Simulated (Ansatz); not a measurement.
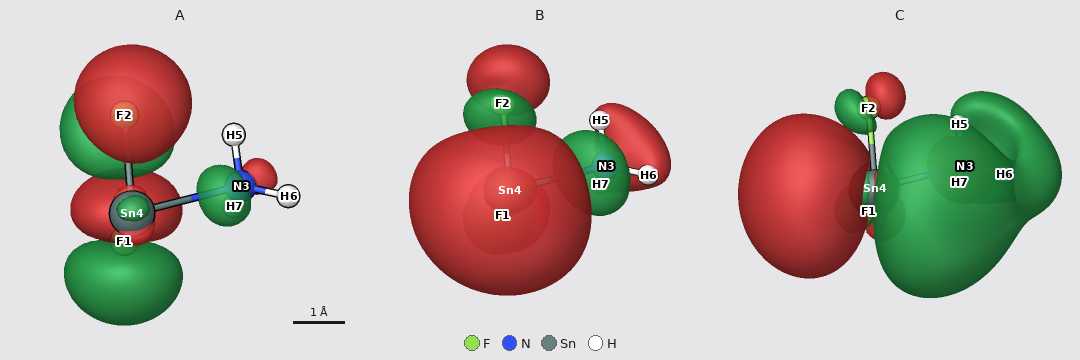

The picture shows: F$_{2}$H$_{3}$NSn (SMILES [NH3+][Sn-]([F])[F]). Three frontier orbitals at ±0.05 Å⁻³ᐟ² (green and red are the two phases), in no order.

Geometry: r2SCAN-D4/def2-SVP; core potentials replace the inner electrons of Sn.

The calculation used isolated molecule in a Gaussian basis; Kohn-Sham density functional theory, functional PBE0 in Ansatz.

Input

```
crystal:
  periodic: [false, false, false]
  atoms:
    - {symbol: F, position_ang: [0.679688, 0.998877, 1.652147]}
    - {symbol: F, position_ang: [-1.930079, -0.049827, 0.888673]}
    - {symbol: N, position_ang: [0.109048, 0.240245, -0.917699]}
    - {symbol: Sn, position_ang: [-0.933632, 1.659178, 0.697627]}
    - {symbol: H, position_ang: [-0.518575, -0.563606, -0.817936]}
    - {symbol: H, position_ang: [0.335942, 0.388773, -1.900767]}
    - {symbol: H, position_ang: [0.960118, 0.030959, -0.386775]}
basis:
  gaussian: {orbitals: def2-TZVPD}
hamiltonian: {xc: pbe0}
output: {forces: true, orbitals: {seedname: orbitals}}
```

Run with:

```sh
ansatz run input.yaml --threads 2 --pin off --max-ram 4350MiB --events-out events.jsonl --progress --plain --runs-dir runs
```

**Order the three orbitals by energy and name them.**

A is the HOMO−1 (−9.74 eV). It lies mainly on F1 (about 45 %) and F2 (about 45 %); largely a combination of lone pairs on F1 and F2. B is the HOMO (−7.64 eV). It lies mainly on Sn4 (about 65 %), F1 (about 15 %), F2 (about 15 %) and N3 (about 10 %). C is the LUMO (−1.15 eV). Its weight (Hirshfeld) is mainly on Sn4 (about 75 %) and N3 (about 5 %).

**What is the HOMO–LUMO gap?**

6.49 eV between the orbital energies.
